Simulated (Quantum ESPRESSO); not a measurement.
## How far to go with the plane-wave cutoff: Ag (Fm-3m, 1 atom in the cell)

```
Ag
1.0
    0.00000     2.05523     2.05523
    2.05523     0.00000     2.05523
    2.05523     2.05523     0.00000
Ag
1
Cartesian
  0.00000   0.00000   0.00000
```

Computed with PBE, SSSP 1.1.2 precision (PBE) pseudopotentials (plane waves; Quantum ESPRESSO 7.5).

Base settings: ecutwfc = 75 Ry; occupations = smearing; smearing = fd; degauss = 0.0073499 Ry; potentials = {Ag: Ag_ONCV_PBE-1.0.oncvpsp.upf}; K_POINTS = automatic 10 10 10 0 0 0; conv_thr = 1e-10 Ry; mixing_beta = 0.5.

The second cell is the first with its lattice scaled by 0.98.

The mesh stays at the base's, so the ladder's end is converged at best in this setting alone.

Only quantities that move along the ladder and can be compared are tabulated.

The count of work is k-points × plane waves × bands × iterations; it is no time. 

The starting cell has typed, rounded lattice constants, without a prior relaxation at this level. Its lattice was rescaled by up to half a per cent.

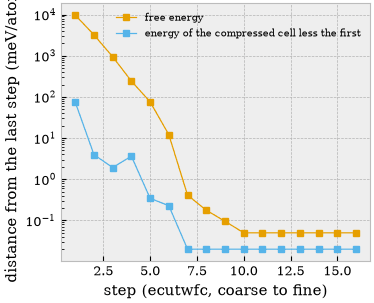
Figure: Distance from the last step along the ladder; very small values are drawn at a floor.

| ecutwfc | free energy less the last step's (meV/atom) | energy of the compressed cell less the first (meV/atom) | pressure (GPa) | count of work / last |
|---|---|---|---|---|
| 26 Ry | 9724.94 | -34.66 | -399.15 | 0.057 |
| 30 Ry | 3214.26 | 44.36 | -169.39 | 0.061 |
| 34 Ry | 945.79 | 38.47 | -62.12 | 0.074 |
| 38 Ry | 242.29 | 36.76 | -18.24 | 0.089 |
| 41 Ry | 75.98 | 40.74 | -5.10 | 0.11 |
| 45 Ry | 12.09 | 40.62 | 1.16 | 0.13 |
| 52 Ry | 0.41 | 40.41 | 2.74 | 0.16 |
| 60 Ry | 0.18 | 40.40 | 2.77 | 0.20 |
| 68 Ry | 0.10 | 40.40 | 2.77 | 0.23 |
| 75 Ry | 0.04 | 40.40 | 2.77 | 0.27 |
| 82 Ry | 0.01 | 40.40 | 2.78 | 0.31 |
| 90 Ry | 0.01 | 40.40 | 2.78 | 0.36 |
| 101 Ry | 0.00 | 40.40 | 2.78 | 0.42 |
| 112 Ry | 0.00 | 40.39 | 2.78 | 0.50 |
| 131 Ry | 0.00 | 40.39 | 2.78 | 0.62 |
| 150 Ry | 0.00 | 40.39 | 2.78 | 0.77 |
| 180 Ry | 0.00 | 40.39 | 2.78 | 1.0 |

Coarsest ecutwfc that holds the energy of the compressed cell less the first within 0.2 meV/atom of the last step, with all finer ones: 52 Ry, at 0.16 of the last step's count of work; the step before is off by 0.23 meV/atom.

Coarsest ecutwfc that holds the pressure within 0.5 GPa of the last step, with all finer ones: 52 Ry, at 0.16 of the last step's count of work; the step before is off by 1.6 GPa.

Coarsest ecutwfc that holds the free energy within 1 meV/atom of the last step, with all finer ones: 52 Ry, at 0.16 of the last step's count of work; the step before is off by 12 meV/atom.

The energy difference between the two cells stays within 1 meV/atom of the last step's from 41 Ry on, the total only from 52 Ry on: much of the error is common to both cells and cancels.

At the lowest cutoff the pressure lies 402 GPa under the last step's, the usual sign of Pulay stress in an incomplete plane-wave basis.
